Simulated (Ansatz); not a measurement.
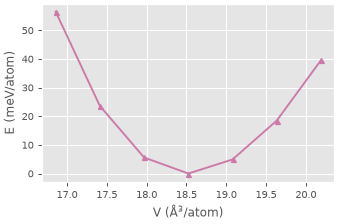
*ZrGe2 in space group P6/mmm (No. 191; Zr on 1a, Ge on 2d) under volume change, PBEsol in the plane-wave PAW code Ansatz, shape and atoms relaxed at each volume.*

Q: What does a third-order Birch–Murnaghan fit give for V₀, B₀ and B′?

A: V₀ = 18.53 Å³/atom, B₀ = 100 GPa, B′ = 4.7.

The cell is a constructed one: a structure type filled with these elements; neither database checked (COD, Materials Project) lists it. COD files the formula under space group No. 63. Whether it is the stable phase at ambient conditions was not checked. Symmetry was held in the PBEsol relaxation; its stability against distortions is not shown here. No spin polarisation was allowed.

Potentials: the earlier of the program's two PAW sets. The files were generated under PBE; for other functionals the program regenerates the frozen cores, and for LDA and PBEsol the local potential too.
